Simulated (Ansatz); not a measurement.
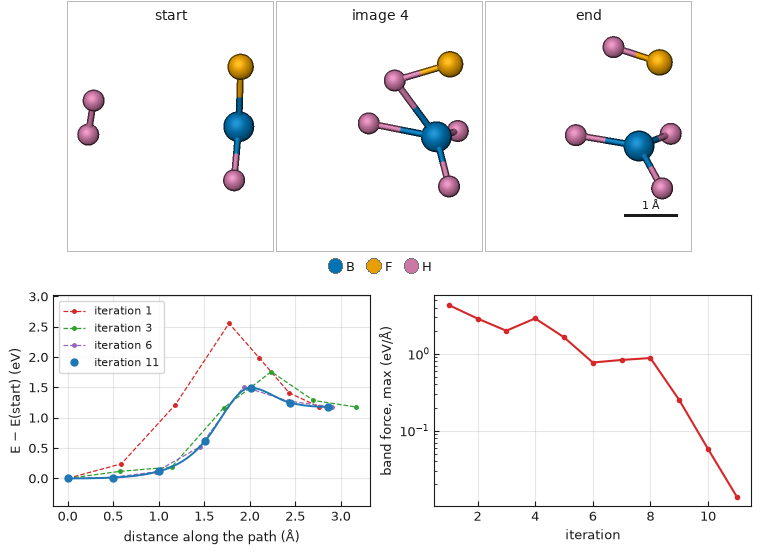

A search for the minimum-energy path of BH$_{4}$F, made up at the start of BH₂F and H2 by the nudged elastic band. Images are numbered from 0 (start) to 6 (end). The plot follows the band through its iterations. The picture is a ball-and-stick view, seen at a tilt.

Level of theory: RKS PBE0-D4/def2-SVP in Ansatz. Settings: 5 movable images; climbing image; force threshold 0.05 eV/Å; iteration limit 60; starting path through a guess of the saddle point.

Judge this run.

The result is final at these settings. The band converged in 11 iterations. The largest component of the band force went from 4.3 to 0.014 eV/Å. The climbing image converged on the top of the path. Its vibrational analysis gives one imaginary mode (1067i cm⁻¹), as a transition state must have. The first iteration put the highest image at 2.56 eV. The highest point, image 4, lies 1.49 eV above the start and 0.32 eV above the end; the end is at +1.18 eV relative to the start.

Limits of the set-up: the start holds two separate molecules, 2.8 Å apart at their closest, whose relative position is a soft coordinate.

The run took 39 s on 1 thread of AMD EPYC 7R43 64-Core Processor (Zen 3), with other jobs on the host, peak memory 0.11 GiB.
